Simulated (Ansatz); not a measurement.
# Frequency calculation, with input and output: AlH4OF

AlH4OF, computed with RKS PBE0/def2-SVP (Ansatz 0.2.0).

It belongs to a series of runs on one base structure; here: vibrations at the highest image of the band. Figures and captions count atoms from 1; the log counts them from 0 in places.

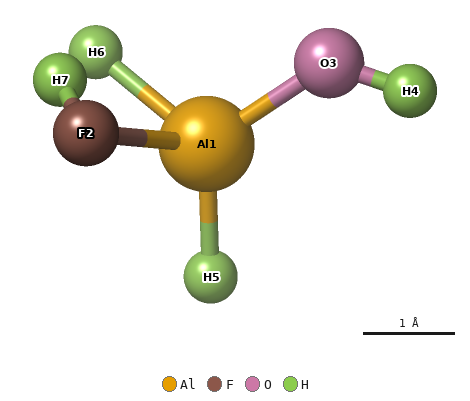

*The structure as given in the input (ball-and-stick view, seen at a tilt; atoms are numbered from 1 in the order of the input). Sticks mark near contacts.*

## Results in brief

| quantity | value |
| --- | --- |
| outcome | converged |
| total energy | −11413.3119 eV |
| mean-field energy | −11413.3119 eV |
| largest force (length of the vector) | under 0.001 eV/Å |
| hardware | 1 thread of Intel Xeon (Sapphire Rapids), 192 GiB of memory available, shared host |
| wall time | 42 s |
| peak memory | 0.14 GiB |

## Input file
```yaml
crystal:
  periodic: [false, false, false]
  atoms:
    - { symbol: Al, position_ang: [0.033959, 0.300872, -0.078919] }
    - { symbol: F, position_ang: [-0.023979, 0.10566, 1.866312] }
    - { symbol: O, position_ang: [1.577024, -0.175359, -0.611295] }
    - { symbol: H, position_ang: [1.793928, -0.86626, -1.236995] }
    - { symbol: H, position_ang: [-1.327063, -0.195445, -0.703798] }
    - { symbol: H, position_ang: [0.083644, 1.845198, 0.595701] }
    - { symbol: H, position_ang: [0.040188, 1.116434, 1.615295] }
basis:
  gaussian: { orbitals: def2-SVP }
hamiltonian:
  xc: pbe0
phonons: {}
```

Launch command:
```bash
ansatz run input.yaml --threads 1 --pin off --max-ram 2048MiB --backend cpu --events-out ev --progress --plain --runs-dir out
```

## Log
```
Engine: ansatz 0.2.0, x86_64-unknown-linux-gnu
Functional definition: PBE0
  parameter a = 0.25
  parameter kappa = 0.804
  parameter beta = 0.06672455060314922
  exchange = (1 - a)*pbe_x(kappa = kappa, mu = beta*pi^2/3) + a*exact_x
  correlation = pbe_c(beta = beta)
671 factors; integrals over basis functions are off by at most 3.5e-4 eV
mean field evaluation 1: about -11408.2433 eV, gradient 5.4e1 eV
mean field evaluation 2: about -11395.0908 eV, gradient 9.7e1 eV
mean field evaluation 4: about -11413.2566 eV, gradient 5.5e0 eV
mean field evaluation 8: about -11413.3118 eV, gradient 1.8e-2 eV
mean field -11413.31183291 eV, -419.4314736387 hartree, gradient 1.2e-5 eV, S^2 0.000000; 0 other end points of the search recorded, 0 dependent functions left out
the calculation of the forces begins
reference -11413.31186048 eV, -419.4314746519 hartree; 17, 17 occupied and 49, 49 virtual orbitals, 671 factors
these checks for a lower state are left out or cut short: stability, starts, cluster_reference, orbital_swaps, neighbouring_geometries, increment
671 factors; integrals over basis functions are off by at most 3.5e-4 eV
mean field evaluation 16: about -11413.3117 eV, gradient 1.3e-1 eV
mean field -11413.31172209 eV, -419.4314695663 hartree, gradient 2.5e-6 eV, S^2 0.000000; 0 other end points of the search recorded, 0 dependent functions left out
[... from here on the field's lines of each further geometry are left out, up to the last ...]
the calculation of the forces begins
reference -11413.31184968 eV, -419.4314742551 hartree; 17, 17 occupied and 49, 49 virtual orbitals, 671 factors
these checks for a lower state are left out or cut short: stability, starts, cluster_reference, orbital_swaps, neighbouring_geometries, increment
671 factors; integrals over basis functions are off by at most 3.5e-4 eV
mean field evaluation 256: about -11413.3118 eV, gradient 1.0e-6 eV
mean field -11413.31182303 eV, -419.4314732758 hartree, gradient 1.0e-6 eV, S^2 0.000000; 0 other end points of the search recorded, 0 dependent functions left out
the calculation of the forces begins
reference -11413.31185061 eV, -419.4314742891 hartree; 17, 17 occupied and 49, 49 virtual orbitals, 671 factors
WARN: phonons: modes at or below zero, which the zero-point energy, F, S and C_V leave out: 1, the lowest at -448.98 cm⁻¹. A minimum has none, and a first-order saddle one
Total energy: -11413.31186048 eV, -419.4314746519 hartree
Atom 0 at     0.033959     0.300872    -0.078919 Å, force     0.000068    -0.000105     0.000177 eV/Å
Atom 1 at    -0.023979     0.105660     1.866312 Å, force    -0.000048    -0.000101    -0.000200 eV/Å
Atom 2 at     1.577024    -0.175359    -0.611295 Å, force    -0.000120     0.000149    -0.000033 eV/Å
Atom 3 at     1.793928    -0.866260    -1.236995 Å, force     0.000072    -0.000089     0.000046 eV/Å
Atom 4 at    -1.327063    -0.195445    -0.703798 Å, force    -0.000016     0.000027     0.000070 eV/Å
Atom 5 at     0.083644     1.845198     0.595701 Å, force     0.000020    -0.000003     0.000134 eV/Å
Atom 6 at     0.040188     1.116434     1.615295 Å, force     0.000025     0.000121    -0.000194 eV/Å
Dipole moment:    -0.038656    -0.081163    -0.078442 e Å
Vibrations: -448.98 180.13 266.78 421.37 500.15 522.44 676.91 826.74 880.93 1110.14 1186.89 1673.29 1983.49 2340.79 4005.23 cm⁻¹, zero-point energy 1.027537 eV
```

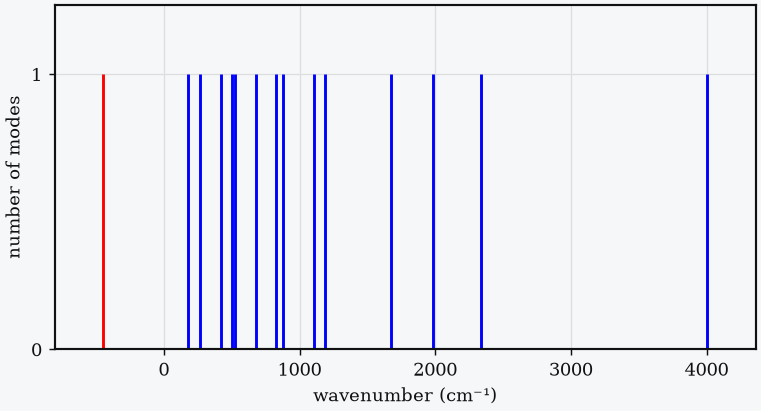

*Harmonic vibrational wavenumbers from the force constants; neighbouring modes closer than 20 cm⁻¹ are counted in one stick, and imaginary ones are drawn at negative wavenumbers.*

15 modes from 449i to 4005 cm⁻¹, 1 imaginary beyond 8i (449i cm⁻¹): a first-order saddle point, if the geometry is stationary.
